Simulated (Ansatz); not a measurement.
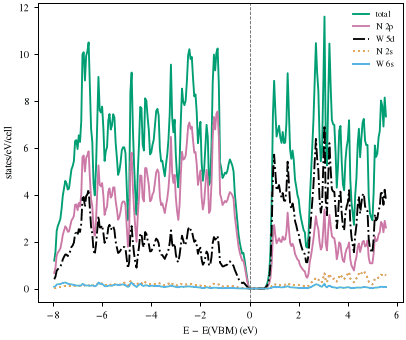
Total and projected density of states of WN2 in space group Pca2_1 (No. 29; W on 4a, N on 4a, N on 4a), PBEsol (plane waves, PAW; program Ansatz)

**Question.** Which orbitals carry the states next to the gap?

**Answer.** Top 1 eV of the valence band: N 2p 76 %, W 5d 20 %. Bottom 1 eV of the conduction band: W 5d 63 %, N 2p 32 %. Projections are on Löwdin-orthogonalised atomic valence shells; empty p or d shells of many metals are not among them.

**Question.** Where is the tallest occupied peak in this window, and what makes it?

**Answer.** Near -6.6 eV, about 11 states/eV per cell; the largest projected share is N 2p.

The start of the workflow was typed in or built on a structure type; neither database checked (COD, Materials Project) lists it. Whether it is the stable phase at ambient conditions was not checked. Symmetry was held in the PBEsol relaxation; whether a distortion lowers the energy is not shown. The workflow began spin-polarised and lost its moments. Spin–orbit coupling is left out wherever it is not named.

Potentials: the earlier of the program's two PAW sets. The files were generated under PBE; for other functionals the program regenerates the frozen cores, and for LDA and PBEsol the local potential too.
